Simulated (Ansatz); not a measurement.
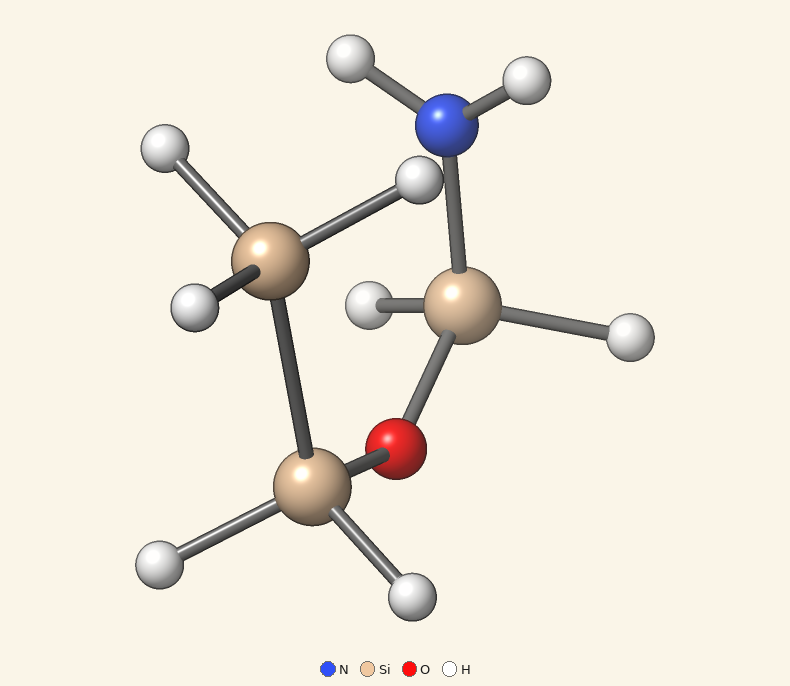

Computed geometry: PBE0-D4/def2-TZVP optimisation. No frequency run is at hand to confirm it as a minimum.

Give the structural formula.

SMILES: N[SiH2]O[SiH2][SiH3]

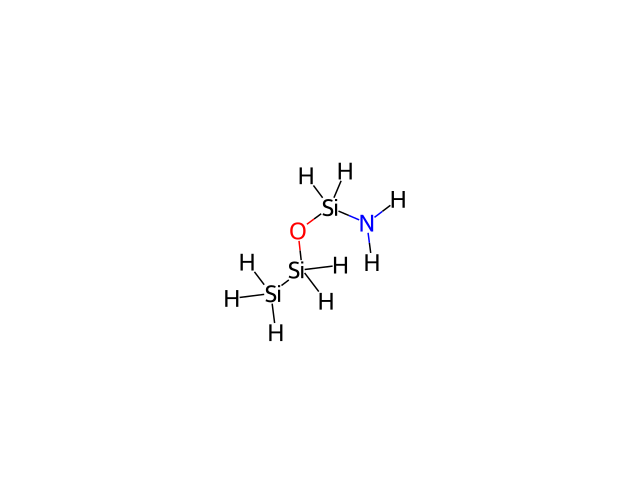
